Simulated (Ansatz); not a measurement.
# GeH2Cl (SMILES [Cl][GeH2]) at UPBE0/STO-3G

What is the energy change on altering one bond length of GeH2Cl at UPBE0/STO-3G? 

The calculation is run with Ansatz 0.2.0.

57 further runs of the same task are left out: 6 that didn't finish, 51 set aside as unsound or not needed.

### 1 The molecule

The species is GeH2Cl (4 atoms), meant as a doublet with charge 0. SMILES: `[Cl][GeH2]`. The shape is that of a PBE0-D4/def2-TZVP optimisation.

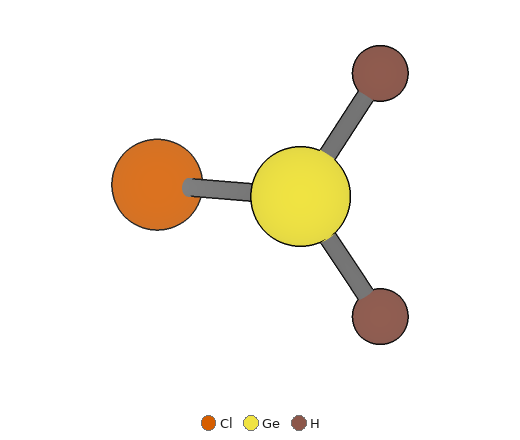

Viewed from a chosen angle; chlorine orange, germanium yellow, hydrogen brown.

### 2 The energy at UPBE0/STO-3G

Input file job.yaml:

```yaml
crystal:
  periodic: [false, false, false]
  atoms:
    - {symbol: Cl, position_ang: [-1.562900, 0.305200, 0.993500]}
    - {symbol: Ge, position_ang: [0.106700, -0.451100, -0.141600]}
    - {symbol: H, position_ang: [0.072700, 0.259600, -1.514200]}
    - {symbol: H, position_ang: [1.383400, -0.113700, 0.662300]}
basis:
  gaussian: {orbitals: STO-3G}
magnetization: {spin_polarized: true, initial_magnetization: 1}
hamiltonian: {xc: pbe0}
accuracy: high
```

On the command line:

```bash
$ ansatz run job.yaml --threads 1 --pin off --max-ram 2610MiB --events-out events.jsonl --progress --plain --runs-dir runs
```

What it wrote:

```text
Warning: RAYON_NUM_THREADS=1 ignored (pool sized by the plan → 1); use --threads N
Functional definition: PBE0
  name "PBE0"
  parameter a = 0.25
  parameter kappa = 0.804
  parameter beta = 0.06672455060314922
  exchange = (1 - a)*pbe_x(kappa = kappa, mu = beta*pi^2/3) + a*exact_x
  correlation = pbe_c(beta = beta)
426 factors; integrals over basis functions are off by at most 4.7e-9 eV
mean field evaluation 1: about -68262.5836 eV, gradient 3.5e1 eV
mean field evaluation 2: about -68261.6845 eV, gradient 3.6e1 eV
mean field evaluation 4: about -68275.3830 eV, gradient 3.1e0 eV
mean field evaluation 8: about -68275.4649 eV, gradient 6.2e-2 eV
mean field evaluation 16: about -68275.4650 eV, gradient 5.5e-6 eV
mean field -68275.46503645 eV, -2509.0770613170 hartree, gradient 7.7e-8 eV, S^2 0.750894; 0 other end points of the search recorded, 0 dependent functions left out
reference -68275.46503775 eV, -2509.0770613649 hartree; 26, 25 occupied and 3, 4 virtual orbitals, 426 factors
Total energy: -68275.46503775 eV, -2509.0770613649 hartree
```

It took 2.5 s on 1 thread of Arm Neoverse V1, shared host; peak memory 0.14 GiB.

### 3 The distorted shape at the same level

Input file in.yaml:

```yaml
basis:
  gaussian: {orbitals: STO-3G}
crystal:
  periodic: [false, false, false]
  atoms:
    - {symbol: Cl, position_ang: [-1.554399, 0.127510, 1.336679]}
    - {symbol: Ge, position_ang: [0.115201, -0.628790, 0.201579]}
    - {symbol: H, position_ang: [0.072700, 0.259600, -1.514200]}
    - {symbol: H, position_ang: [1.391901, -0.291390, 1.005479]}
magnetization: {spin_polarized: true, initial_magnetization: 1}
hamiltonian: {xc: pbe0}
accuracy: high
```

On the command line:

```bash
$ ansatz run in.yaml --threads 1 --pin off --max-ram 2610MiB --events-out events.jsonl --progress --plain --runs-dir runs
```

What it wrote:

```text
Warning: RAYON_NUM_THREADS=1 ignored (pool sized by the plan → 1); use --threads N
[... 7 set-up lines as earlier in the session ...]
423 factors; integrals over basis functions are off by at most 1.0e-8 eV
mean field evaluation 1: about -68260.0720 eV, gradient 3.5e1 eV
mean field evaluation 2: about -68256.5487 eV, gradient 4.0e1 eV
mean field evaluation 4: about -68273.9749 eV, gradient 3.6e0 eV
mean field evaluation 8: about -68274.0776 eV, gradient 1.1e-1 eV
mean field evaluation 16: about -68274.0782 eV, gradient 3.4e-5 eV
mean field -68274.07823350 eV, -2509.0260972487 hartree, gradient 1.5e-8 eV, S^2 0.751522; 0 other end points of the search recorded, 0 dependent functions left out
reference -68274.07823483 eV, -2509.0260972977 hartree; 26, 25 occupied and 3, 4 virtual orbitals, 423 factors
Total energy: -68274.07823483 eV, -2509.0260972977 hartree
```

Wall time 2.8 s (1 thread of Arm Neoverse V1, shared host); peak memory 0.14 GiB.

### 4 What came out

At UPBE0/STO-3G:

```
                                                          quantity           value
                                         first shape: total energy  -2509.07706 Eh
                                                 first shape: ⟨S²⟩           0.751
                                     distorted shape: total energy  -2509.02610 Eh
                                             distorted shape: ⟨S²⟩           0.752
energy change with the Ge2–H3 bond stretched from 1.546 to 1.933 Å        1.387 eV
```

What this shows: With the Ge2–H3 bond stretched from 1.546 to 1.933 Å the energy rises by 1.39 eV (32 kcal/mol). The first shape isn't relaxed at this level, so the change isn't measured from a minimum. The minimal basis adds a large error of its own.
